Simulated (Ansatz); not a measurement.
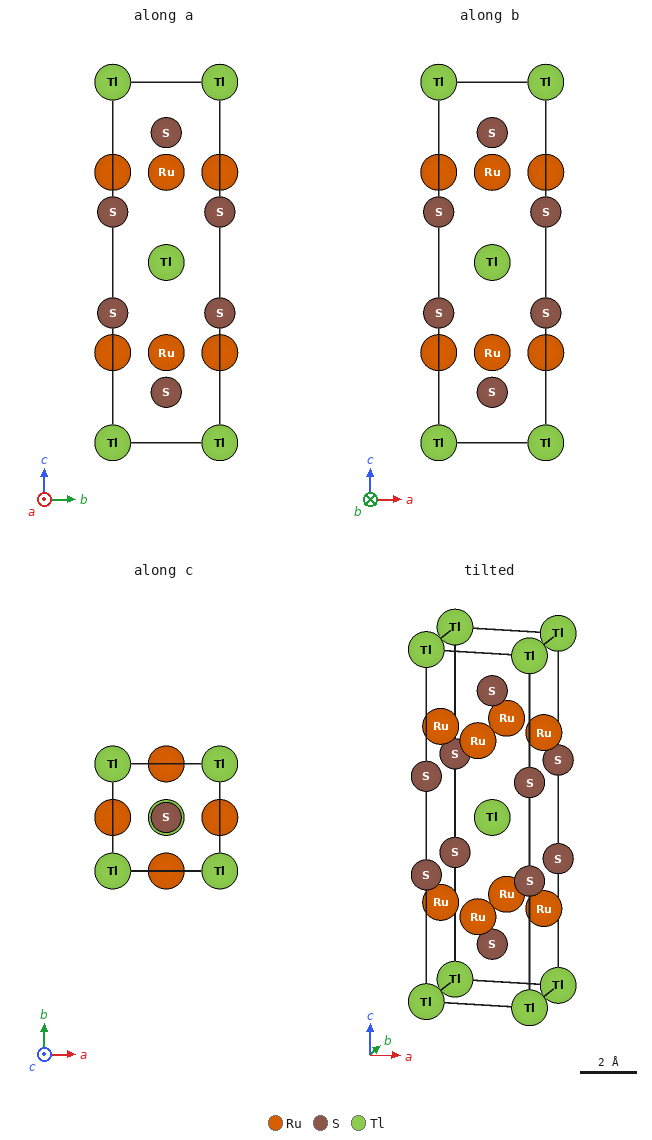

Crystal structure, spheres-only style, seen along the a axis, along the b axis, along the c axis and slightly off an axis. The lines enclose the conventional unit cell; boundary atoms appear with their images.

Lattice parameters: a = 3.886 Å, b = 3.886 Å, c = 13.087 Å, α = 90.00°, β = 90.00°, γ = 90.00°. Put a along x and b in the xy plane.

Express the structure as a POSCAR file, with free fractional coordinates to two decimals.

Answer.
```
Ru S Tl
1.0
     3.886    0.000    0.000
     0.000    3.886    0.000
     0.000    0.000   13.087
Ru S Tl
4 4 2
Direct
  0.50 0.00 0.75
  0.00 0.50 0.75
  0.00 0.50 0.25
  0.50 0.00 0.25
  0.50 0.50 0.86
  0.00 0.00 0.64
  0.00 0.00 0.36
  0.50 0.50 0.14
  0.00 0.00 0.00
  0.50 0.50 0.50
```

The structure is a generated cell, made by putting these elements into a known structure type (the compound may or may not exist in this form); no relaxation was done. A calculation with Ansatz used it as input.

At this level of theory the cell isn't at rest (stretched, at -10 GPa and forces up to 2.9 eV/Å), so its distances can differ from those at equilibrium, the more so the softer the solid.
